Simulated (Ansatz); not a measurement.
# Ligand exchange: C3H6F2O + CH4OZn → C2H4F2O + C2H6OZn

Species: C3H6F2O `CC(F)OCF`, singlet; CH4OZn `C[O][ZnH]`, singlet; C2H4F2O `FCOCF`, singlet; C2H6OZn `C[O][Zn][CH3]`, singlet. The partners trade CH3 for H: C–CH3 and Zn–H bonds give way to C–H and Zn–CH3.

Shapes, held fixed at every level: PBE0-D4/def2-TZVP. Flexible molecules stand in one conformer, not always the lowest. Programs: Ansatz 0.2.0. Electronic energies: no zero-point or thermal term.

```json
{"level": "HF/def2-SVP", "kind": "Hartree–Fock", "ΔE (kJ/mol)": "+12.8", "CPU time (sum over the molecules)": "–"}
{"level": "HF/def2-TZVPP", "kind": "Hartree–Fock", "ΔE (kJ/mol)": "+8.6", "CPU time (sum over the molecules)": "–"}
{"level": "SPW92/def2-TZVPP", "kind": "LDA", "ΔE (kJ/mol)": "+5.5", "CPU time (sum over the molecules)": "18 s"}
{"level": "r2SCAN-D4/def2-TZVPP", "kind": "meta-GGA", "ΔE (kJ/mol)": "+1.1", "CPU time (sum over the molecules)": "56 s"}
{"level": "BHLYP-D4/def2-TZVPP", "kind": "global hybrid", "ΔE (kJ/mol)": "+3.2", "CPU time (sum over the molecules)": "34 s"}
{"level": "PBE0-D4/def2-TZVPP", "kind": "global hybrid", "ΔE (kJ/mol)": "-0.4", "CPU time (sum over the molecules)": "38 s"}
{"level": "wB97X-V/def2-TZVPP", "kind": "range-separated hybrid", "ΔE (kJ/mol)": "+3.2", "CPU time (sum over the molecules)": "74 s"}
```

wB97X-V/def2-TZVPP gives ΔE = +3.2 kJ/mol; the levels span -0.4 to +12.8. That is about zero within the method's error. They disagree on the sign: 6 of 7 are positive. The median of the levels is +3.2. No measured value is set beside it here. Relativity is left out for Zn unless named. Times are processor times on shared x86 and Arm servers, and rough.

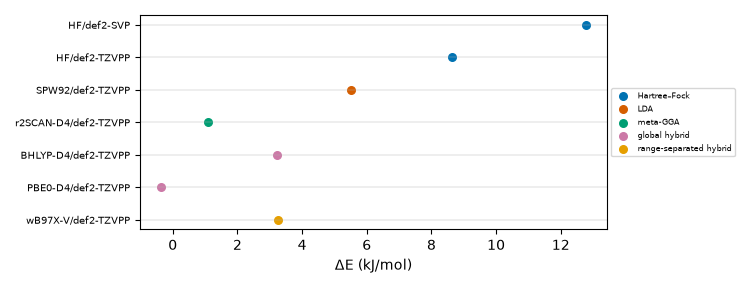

The values of the table, level by level.
